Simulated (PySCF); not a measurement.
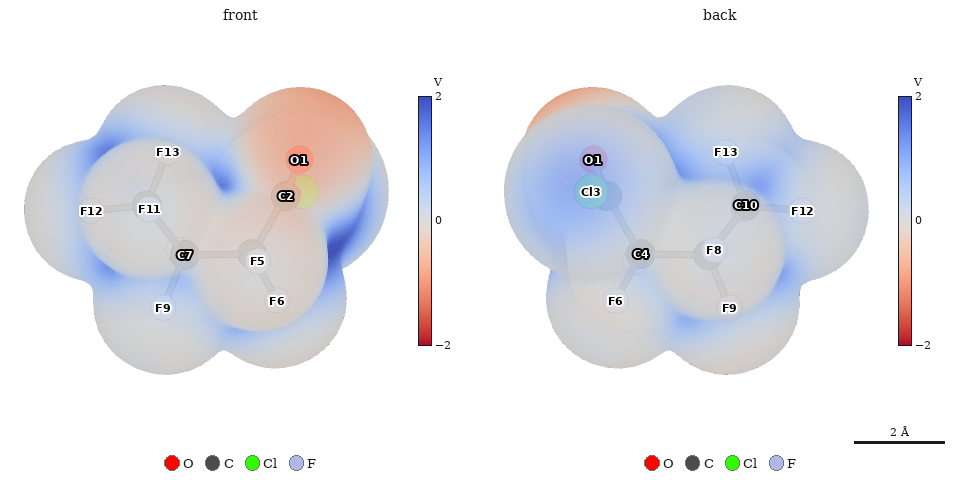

*C4ClF7O (SMILES O=C(Cl)C(F)(F)C(F)(F)C(F)(F)F). The molecular electrostatic potential painted on the density surface at 0.002 e/bohr³, seen from the front and from behind; red is negative and blue positive.*

Geometry: PBE0-D3(BJ)/def2-SVP.

Theory: PBE0/pcSseg-1, SCF density, gas phase, non-relativistic in PySCF 2.14.0.

```xyz
13

O     1.3863    1.5064   -1.4909
C     1.5259    0.5490   -0.8167
Cl    2.5276   -0.8172   -1.2393
C     0.8448    0.3978    0.5668
F     0.4492    1.6095    0.9575
F     1.7271   -0.0812    1.4498
C    -0.3850   -0.5474    0.5991
F     0.0081   -1.7777    0.2560
F    -0.8412   -0.5653    1.8537
C    -1.5526   -0.1514   -0.3296
F    -2.0264    1.0403   -0.0135
F    -2.5182   -1.0468   -0.2201
F    -1.1256   -0.1309   -1.5889
```

> Which sites attract a positive test charge, and which a negative one?

A positive charge is drawn to the negative regions and a negative charge to the positive ones. The most negative region (about −0.8 V) lies over O1, the most positive (about +1.9 V) over the π face of C2 and C4. Cl3 shows a σ-hole: about +1.0 V at the tip opposite its bond, against about +0.1 V on its flanks.

> How polar is the molecule by this calculation?

Its dipole moment is 0.81 D.
